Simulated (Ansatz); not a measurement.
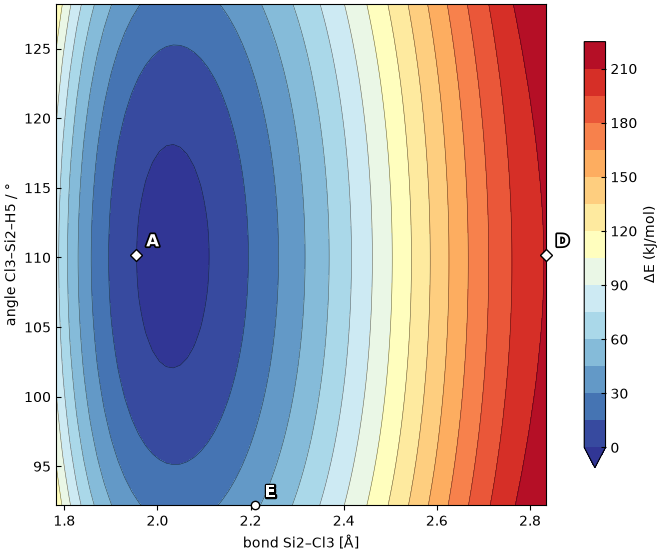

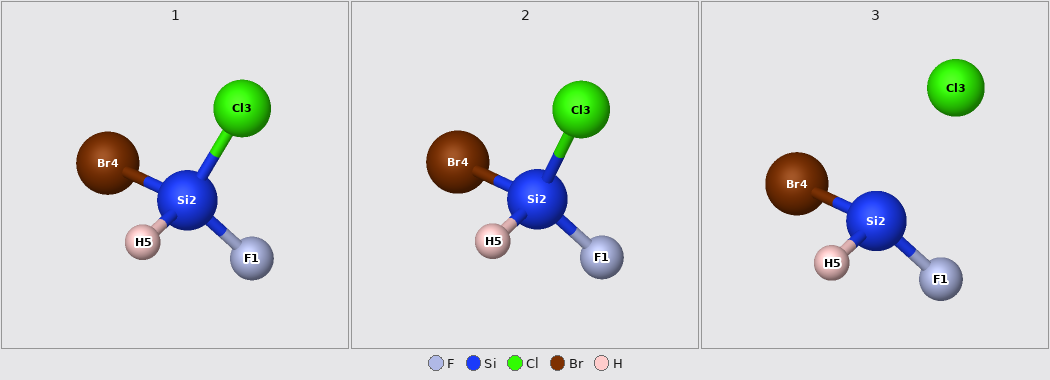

BrClFHSi, SMILES F[SiH](Cl)Br. Two internal coordinates are moved rigidly from the geometry relaxed at PBE0-D4/def2-TZVP, all others fixed. First axis: bond Si2–Cl3. Second axis: angle Cl3–Si2–H5. Grid: 5 × 5 points. Points are written as (first, second). Energies: kJ/mol, counted from the lowest grid point. Method: RKS r2SCAN-D4/def2-TZVPP in Ansatz.

In the figure: filled contours, lettered points. Between grid points the surface is interpolated. The numbered pictures are the structures at these points, in random order.

> Which structure belongs to which point?

A is structure 1: (1.955 Å, 110.2°), 0 kJ/mol; D is structure 3: (2.834 Å, 110.2°), 211 kJ/mol; E is structure 2: (2.209 Å, 92.2°), 43 kJ/mol.
